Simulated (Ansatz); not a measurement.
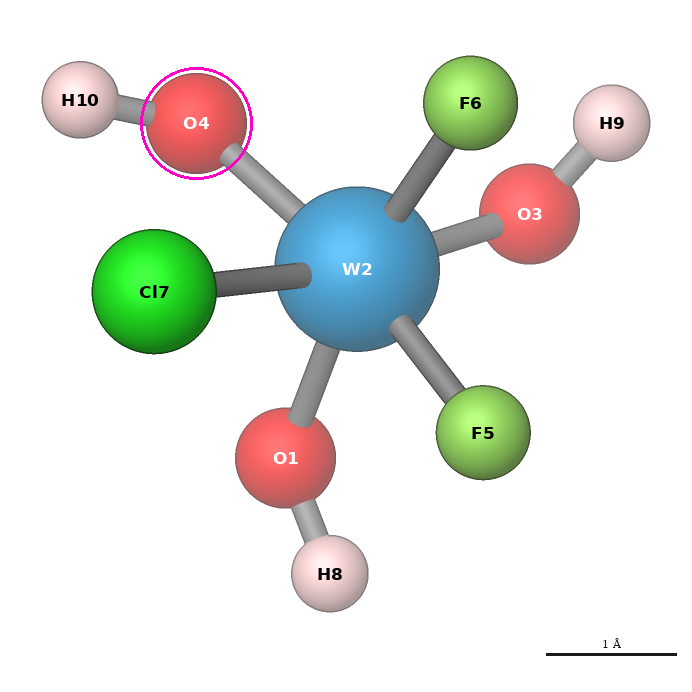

Orthographic view. Depth is shown by fading: the farther an atom, the more it takes the colour of the background. The species is neutral and a spin singlet. Computed geometry: PBE0-D4/def2-TZVP optimisation.

**Which atoms are bonded to the circled atom?**

The circled atom is O4; it is bonded to W2, H10.

**Which atom is nearest the viewer?**

Cl7, 1.9 Å in front of the mean position.

**What is the shortest path along bonds from the circled atom to H9?**

O4–W2–O3–H9, 3 bonds; through space the two are 3.23 Å apart.

**Which two atoms are farthest apart in space?**

Cl7 and H9, 4.70 Å.
